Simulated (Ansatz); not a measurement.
## Run report: Ga₄CN₄, single-point calculation (part 3 of 3)

The same run, continued: Ga₄CN₄ (slab, 9 atoms in the cell); DFT, PBE, plane waves, PAW, PAW set soft_1, spin-polarised (Ansatz 0.2.0); cutoff 420 eV, 4×4×1 k-mesh, Gaussian smearing of 0.01 eV, collinear spins. The structure derives from an entry of the Crystallography Open Database. The settings are looser than a standard set-up, so the numbers are not reference values.

Geometry of the input (Å; fractional positions):
```
3.2187  0.0000  0.0000
-1.6093  2.7874  0.0000
0.0000  0.0000  24.0282
N  0.3333  0.6667  0.1665
Ga 0.6667  0.3333  0.1934
N  0.6667  0.3333  0.2756
Ga 0.3333  0.6667  0.3025
N  0.3333  0.6667  0.3877
Ga 0.6667  0.3333  0.4110
N  0.6667  0.3333  0.4977
Ga 0.3333  0.6667  0.5214
C  0.3333  1.0000  0.5986
```

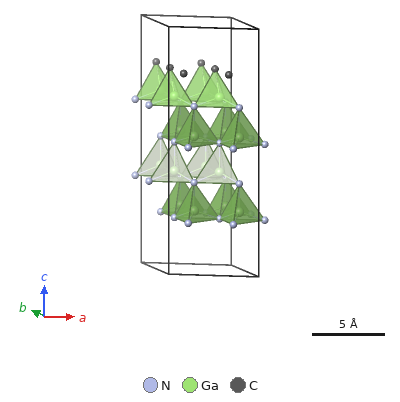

The structure as given in the input (polyhedral view of the 2 × 2 repeat of the cell, with the vacuum cut short, seen slightly off an axis; polyhedra are completed across the faces of the cell).

The program's output, continued
```
SCF iter  33: F=—  HF=-16913.898348 eV  |F-HF|=—  |Δ(HF+E_count)|=   6.35e-8  Δρ=3.51e-6 (↑3.51e-6 ↓3.33e-6)  dr2=2.19e-7  dr2_m=2.03e-9  M=2.125 μB ∫|m|=2.181 μB  β_m=0.73  ethr=5.99e-10  p=0.022 e·Å  D=1.84e-2 V/Å  ΔV_dip=-0.44 eV  dr2_dipole=8.15e-10  V_vac-E_F(+/−)=6.42/6.87 eV  ⟨swp⟩=2.1  Hψ=1310  notcnv=0  defer=84
SCF iter  34: F=-16913.898348 eV  HF=-16913.898348 eV  |F-HF|=3.81e-8  |Δ(HF+E_count)|=   4.06e-8  Δρ=2.36e-6 (↑2.36e-6 ↓1.86e-6)  dr2=6.94e-8  dr2_m=7.74e-10  M=2.125 μB ∫|m|=2.181 μB  ethr=1.32e-10  p=0.022 e·Å  D=1.84e-2 V/Å  ΔV_dip=-0.44 eV  dr2_dipole=8.70e-10  V_vac-E_F(+/−)=6.42/6.87 eV  ⟨swp⟩=15.1  Hψ=5327  notcnv=0
SCF 1 converged in 34 iterations: F = -16913.898348 eV  dr2 = 6.94e-8
  greatest PAW one-centre occupation: 0.996 electrons in one spin orbital (limit 2), on the Ga atom at site 1 (counted from 0), in its partial waves of l = 2
```

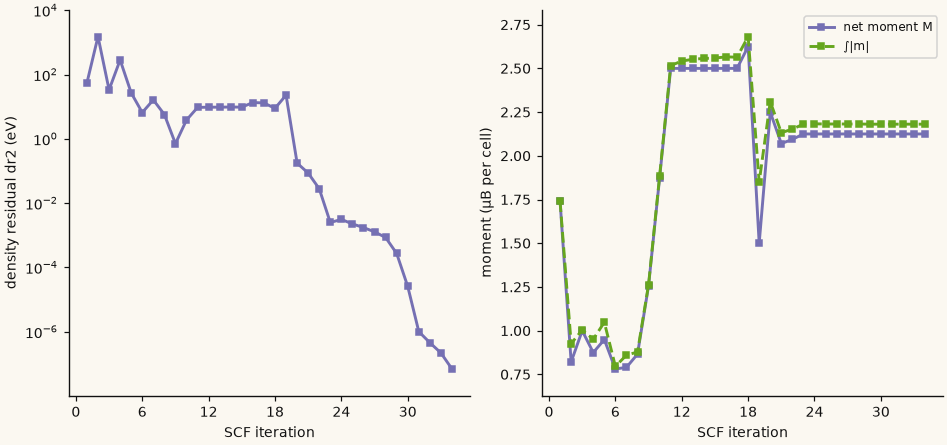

Convergence of the self-consistent field: density residual dr2 and magnetic moment against the SCF iteration. The residual falls unevenly and jumps up by a factor of two or more 6 times on the way down. The net moment goes from 1.7 to 2.1 μB per cell, with excursions between 0.8 and 2.6 on the way.

```
SCF converged after 34 iterations
Magnetization: 2.1250 μB (39.0625 up, 36.9375 down)
Absolute magnetization: 2.1802 μB (∫|ρ↑−ρ↓|, with the PAW one-centre terms)
Spin contamination: 0.0165 ħ² per cell (⟨S²⟩ above its minimum at these occupations)
Per-site moments (μB) at R_I (Å): [(0.4483698459000035, 0.8115896010219841), (0.008794817486736477, 0.8115896010219841), (0.028733111566702392, 0.8115896010219841), (0.0015309063926215113, 0.8115896010219841), (0.017605529087769543, 0.8003501645157093), (0.004266199634448978, 0.8003501645157093), (0.10699069497016211, 0.8015937243132162), (0.0186916591936271, 0.8015937243132162), (0.8339124651622415, 0.8840804744077035)]
Free energy (F): -16913.898348 eV
Harris-Foulkes:  -16913.898348 eV  (|F-HF|=3.81e-8)
Internal energy: -16913.897977 eV  (E = F + TS)
E sigma→0 (E₀):  -16913.898162 eV
Entropy (-TS):   -0.000371 eV (-0.041 meV/atom)
Fermi energy:    1.164604 eV
Dipole field:    D = 0.018353 V/Å  (p = 0.021865 e·Å, saw-weighted, corrected)
Work function:   Φ+ = 6.4233 eV   Φ− = 6.8642 eV
Levels:          The Fermi level and band energies are counted from a zero that moves with the ramp; work functions are not
--- Per-component energies (eV) ---
  E_band       = -691.786144
  E_kinetic    = 1026.344442
  E_local      = -73934.037417  (includes V_loc(G=0)·N_el)
  E_nonlocal   = -192.000091
  E_hartree    = 37362.677596
  E_xc         = -528.173310
  E_vxc        = -570.594618  (∫ρ·V_xc dr)
  E_paw        = -8594.921179  (= ΣΔE_a)
  E_vpaw       = -1747.465164  (= ΣTr[D̂ρ^β])
  E_aug_tail   = 0.002995  (compensation charges beyond the density's cutoff)
  E_efield     = 0.000201  (sawtooth field / dipole correction)
  E_vefield    = 0.650546  (∫n·V_field dr)
  E_ewald      = 27946.208787
  E_smearing   = -0.000371  (= −TS)
  E_closure    = -0.000000  (closes the sum)
  Σ components = -16913.898348   (vs F -16913.898348, Δ=0.00e0)
--- Forces (eV/Å), atoms counted from 1 ---
  atom   1  N      0.01586965     0.00270219     1.60061308
  atom   2  Ga    -0.00403541    -0.00099007    -2.10761379
  atom   3  N     -0.01045405    -0.00165965     1.00330632
  atom   4  Ga    -0.00148025    -0.00162747    -0.22550924
  atom   5  N     -0.00484736    -0.00145618    -0.66752781
  atom   6  Ga    -0.00334088    -0.00593356     0.85736587
  atom   7  N      0.04492330     0.31515938    -1.38481620
  atom   8  Ga     0.03542545    -0.19738475     1.00537470
  atom   9  C     -0.07206601    -0.10881253    -0.08110463
  max |Σ_I F_I| component: 8.83e-5 eV/Å
--- Band table (eV; the first three rows and the last of 20) ---
  k-point 0 ↑: bands = ["-15.4881", "-15.0710", "-14.7895", "-13.7164", "-13.4240", "-13.4238", "-13.2574", "-13.2407", "-13.2349", "-13.1507", "-13.1470", "-13.1114", "-13.1110", "-13.0350", "-12.9754", "-12.8917", "-12.8916", "-12.8890", "-12.4166", "-12.2617", "-12.2616", "-12.0210", "-12.0199", "-11.3844", "-9.2020", "-5.6557", "-3.9002", "-2.1974", "-0.7774", "-0.7541", "-0.4704", "-0.3228", "-0.2711", "-0.0253", "-0.0224", "0.5908", "0.9127", "0.9131", "2.4040", "2.5423", "2.8804", "4.0111", "4.1522", "5.0954", "7.1778", "7.7661", "8.0934", "8.5267"]
  k-point 1 ↑: bands = ["-15.0909", "-14.8238", "-14.5552", "-13.5139", "-13.3538", "-13.3406", "-13.2506", "-13.2049", "-13.1809", "-13.1151", "-13.1004", "-13.0410", "-13.0367", "-12.9756", "-12.9660", "-12.8825", "-12.8578", "-12.5644", "-12.1788", "-12.1774", "-12.0839", "-12.0183", "-11.9052", "-10.9994", "-8.6070", "-5.1465", "-4.2829", "-3.5676", "-3.1642", "-2.7267", "-1.8580", "-1.6439", "-1.1060", "-1.0244", "-0.7065", "0.1729", "0.2384", "0.2776", "1.0625", "2.0421", "4.4808", "5.3097", "5.8340", "6.4989", "7.4087", "7.7572", "8.2317", "8.5614"]
  k-point 2 ↑: bands = ["-14.8420", "-14.6662", "-14.4109", "-13.4187", "-13.3430", "-13.2967", "-13.2566", "-13.1787", "-13.1311", "-13.0620", "-13.0477", "-13.0001", "-12.9917", "-12.9682", "-12.9069", "-12.8372", "-12.3349", "-12.1417", "-12.1216", "-11.9835", "-11.7682", "-11.5164", "-11.1980", "-10.5116", "-8.1620", "-6.3604", "-5.8307", "-5.2944", "-4.6168", "-3.2646", "-2.3627", "-2.2064", "-1.7406", "-1.4288", "-1.3032", "-0.7820", "-0.2906", "-0.0260", "0.8090", "1.6645", "4.6551", "4.8313", "5.3341", "6.2107", "7.1557", "7.5790", "8.0476", "8.4769"]
  k-point 9 ↓: bands = ["-14.8231", "-14.5619", "-14.3854", "-13.3388", "-13.2903", "-13.2287", "-13.1327", "-13.1176", "-13.1055", "-13.0575", "-13.0365", "-13.0078", "-12.9898", "-12.9658", "-12.8916", "-12.8357", "-12.3219", "-12.1266", "-12.1074", "-11.9693", "-11.7442", "-11.4736", "-11.1661", "-10.0735", "-6.6171", "-6.0371", "-5.8945", "-5.5338", "-4.4557", "-2.8406", "-2.3058", "-1.6224", "-1.5513", "-1.3396", "-1.2217", "-0.3603", "0.0822", "1.1631", "2.5277", "3.2343", "4.6915", "5.1172", "5.7272", "6.5934", "6.7996", "7.7169", "7.9176", "8.4596"]
```

Key numbers

| quantity | value |
| --- | --- |
| outcome | converged |
| electrons treated | 76 |
| free energy | −16913.8983 eV |
| Fermi energy | 1.165 eV |
| gap on the k-point mesh | none (metallic) |
| net moment of the cell | 2.13 μB |
| integrated absolute moment | 2.18 μB |
| largest force (length of the vector) | 2.108 eV/Å |
| wall time | 11 s (CPU time 21 s) |
| peak memory | 0.55 GiB |

Notes

Settings chosen away from the usual ones: scf.occupations.width set to 0.01 (from 0.05); kpoints.mp_grid.grid set to [4, 4, 1] (from [9, 9, 1]); basis.ecutwfc removed. These settings are looser than, or depart from, a standard set-up, so the numbers are not reference values for this system.
